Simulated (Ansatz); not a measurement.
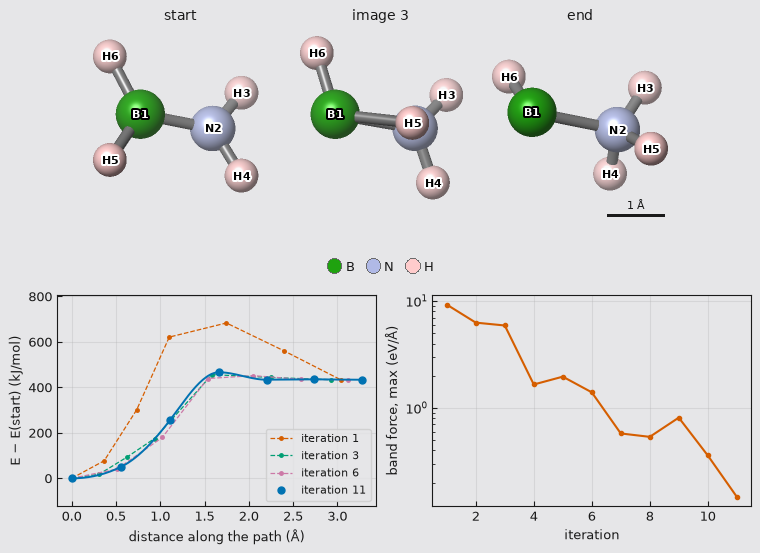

NEB run on BNH₄. Images are numbered from 0 (start) to 6 (end). The plot follows the band through its iterations. Style: ball-and-stick. Shown at a tilt.

These are results of RKS PBE0-D4/def2-SVPD in Ansatz, not measurements.

The input:
```yaml
crystal:
  periodic: [false, false, false]
  atoms:
    - { symbol: B, position_ang: [0.434776, 0.015433, 0.113012] }
    - { symbol: "N", position_ang: [0.724174, -0.015926, 1.470903] }
    - { symbol: H, position_ang: [0.018763, -0.136136, 2.183497] }
    - { symbol: H, position_ang: [1.659879, 0.079282, 1.838645] }
    - { symbol: H, position_ang: [1.337416, 0.163329, -0.674492] }
    - { symbol: H, position_ang: [-0.711808, -0.10598, -0.243966] }
basis:
  gaussian: { orbitals: def2-SVPD }
hamiltonian:
  xc: pbe0
  dispersion: d4
neb:
  order_check: false
  images: 5
  f_tol: 0.2
  max_iterations: 60
  final_atoms:
    - { symbol: B, position_ang: [0.02639669, 0.20705247, -0.33989187] }
    - { symbol: "N", position_ang: [0.95439315, -0.12593958, 0.97631681] }
    - { symbol: H, position_ang: [0.55719255, -0.73270577, 1.70732386] }
    - { symbol: H, position_ang: [1.11841164, 0.79628139, 1.39878478] }
    - { symbol: H, position_ang: [1.86489803, -0.48556873, 0.70255059] }
    - { symbol: H, position_ang: [-1.05809205, 0.34088222, 0.24251484] }
  initial_path:
    images:
      - { positions_ang: [[0.434776, 0.015433, 0.113012], [0.724174, -0.015926, 1.470903], [0.018763, -0.136136, 2.183497], [1.659879, 0.079282, 1.838645], [1.337416, 0.163329, -0.674492], [-0.711808, -0.10598, -0.243966]] }
      - { positions_ang: [[0.2900213, 0.00945303, 0.07521664], [0.82751171, -0.00994166, 1.45116735], [0.06473904, -0.17971584, 2.10303023], [1.74358231, 0.14444141, 1.87285942], [1.35508366, 0.10778265, -0.45334831], [-0.81773802, -0.07201759, -0.36132634]] }
      - { positions_ang: [[0.14526659, 0.00347305, 0.03742129], [0.93084942, -0.00395732, 1.4314317], [0.11071508, -0.22329568, 2.02256347], [1.82728562, 0.20960083, 1.90707384], [1.37275132, 0.0522363, -0.23220463], [-0.92366803, -0.03805518, -0.47868667]] }
      - { positions_ang: [[0.00051189, -0.00250692, -0.00037407], [1.03418714, 0.00202703, 1.41169606], [0.15669112, -0.26687552, 1.9420967], [1.91098893, 0.27476024, 1.94128826], [1.39041898, -0.00331005, -0.01106094], [-1.02959805, -0.00409278, -0.59604701]] }
      - { positions_ang: [[0.00914015, 0.06734621, -0.11354667], [1.00758914, -0.04062851, 1.26656964], [0.29019159, -0.42215227, 1.86383909], [1.6467965, 0.44860062, 1.76045377], [1.54857866, -0.16406294, 0.22680957], [-1.03909605, 0.11089889, -0.31652639]] }
      - { positions_ang: [[0.01776842, 0.13719934, -0.22671927], [0.98099114, -0.08328404, 1.12144323], [0.42369207, -0.57742902, 1.78558147], [1.38260407, 0.622441, 1.57961927], [1.70673834, -0.32481584, 0.46468008], [-1.04859405, 0.22589055, -0.03700577]] }
      - { positions_ang: [[0.02639669, 0.20705247, -0.33989187], [0.95439315, -0.12593958, 0.97631681], [0.55719255, -0.73270577, 1.70732386], [1.11841164, 0.79628139, 1.39878478], [1.86489803, -0.48556873, 0.70255059], [-1.05809205, 0.34088222, 0.24251484]] }
```

Launched with:
```bash
ansatz run input.yaml --threads 1 --pin off --max-ram 2048MiB --backend cpu --events-out ev --progress --plain --runs-dir out
```

> How did the profile develop, and is the result final?

The run met only a loose threshold, so the barrier can't be trusted yet. The band converged in 11 iterations. The largest component of the band force went from 9.2 to 0.15 eV/Å. The climbing image converged on the top of the path. Its curvatures weren't checked. The force threshold is so loose that the height of the top is at best an upper bound. The first iteration put the highest image at 683.4 kJ/mol. The energy climbs by 466.7 kJ/mol to image 3 and then falls by 32.9 kJ/mol, so the end point sits at +433.8 kJ/mol.
